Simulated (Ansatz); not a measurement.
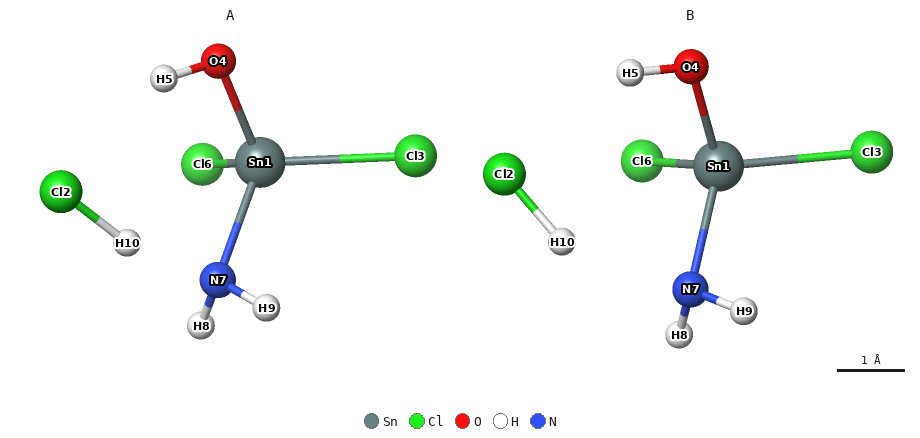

Two geometries of SnNH$_{4}$OCl$_{3}$, drawn at one scale. One is the start of a relaxation, the other its converged end. The picture is a ball-and-stick view, seen from a free direction.

These are results of RKS B3LYP/def2-SVP (Ansatz 0.2.0), not measurements. (no spin polarisation; force threshold 0.03 eV/Å; at most 50 steps)

Question: Which geometry has the lower energy?

Answer: Structure A is the relaxed one. The run prepares an end point of a later path (reaction) calculation, from a guessed geometry. Over 11 accepted moves (13 points after the start) the energy falls by 14.5 kJ/mol. Largest force component: 0.72 eV/Å at the start, 0.011 eV/Å at the end. The line search rejected the trial steps at points 6, 9 of the run. The largest move after the best rigid fit is that of Cl2, 0.65 Å. Largest moves by element: Cl 0.65 Å, H 0.39 Å, O 0.31 Å, N 0.25 Å, Sn 0.11 Å. Near-neighbour distances that change, for instance: Cl2–H10 1.340 → 1.357 Å, Sn1–N7 2.087 → 2.079 Å, Sn1–Cl3 2.352 → 2.345 Å, O4–H5 0.974 → 0.979 Å. Bond angles that change, for instance: Cl3–Sn1–O4 103.9° → 107.5°, O4–Sn1–N7 112.8° → 109.6°. Groups turn about Sn1–O4 by about 25°. The run took 44 s on 4 threads of Arm Neoverse V2, with other jobs on the host, peak memory 0.38 GiB.

Limits of the set-up: the start holds two separate molecules, 2.2 Å apart at their closest, whose relative position is a soft coordinate and is computed without a dispersion correction.
